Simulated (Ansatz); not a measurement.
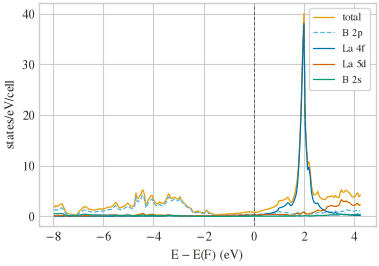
Figure. Total and projected density of states of LaB₆ in space group Pm-3m (No. 221; La on 1a, B on 6f), LDA in the plane-wave PAW code Ansatz

Task: Which orbitals carry the states next to the Fermi level?

Result: Within 0.5 eV of the Fermi level: B 2p 44 %, La 5d 29 %, La 4f 24 %. Projections are on Löwdin-orthogonalised atomic valence shells; empty p or d shells of many metals are not among them.

Task: Where is the tallest occupied peak in this window, and what makes it?

Result: Near -4.4 eV, about 5.1 states/eV per cell; the largest projected share is B 2p.

The cell was relaxed with LDA under the symmetry of its start; of distortions, only those at the zone centre were tested. Spin–orbit coupling is left out wherever it is not named.

Potentials: the later of the program's two PAW sets.
